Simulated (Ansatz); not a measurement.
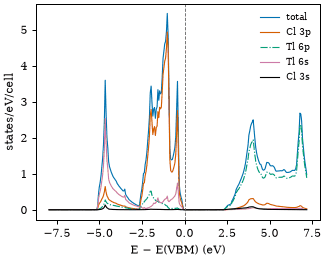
*Total and projected density of states of TlCl (CsCl type, Pm-3m), PBE (plane waves, PAW; program Ansatz)*

Question: Which orbitals carry the states next to the gap?

Answer: Top 1 eV of the valence band: Cl 3p 80 %, Tl 6s 17 %. Bottom 1 eV of the conduction band: Tl 6p 82 %, Cl 3p 7 %, Cl 3s 7 %. Projections are on Löwdin-orthogonalised atomic valence shells; empty p or d shells of many metals are not among them.

Question: Where is the tallest occupied peak in this window, and what makes it?

Answer: Near -1.0 eV, about 5.4 states/eV per cell; the largest projected share is Cl 3p.

The cell was relaxed with PBE under the symmetry of its start. Spin–orbit coupling is left out wherever it is not named.

Potentials: the later of the program's two PAW sets.
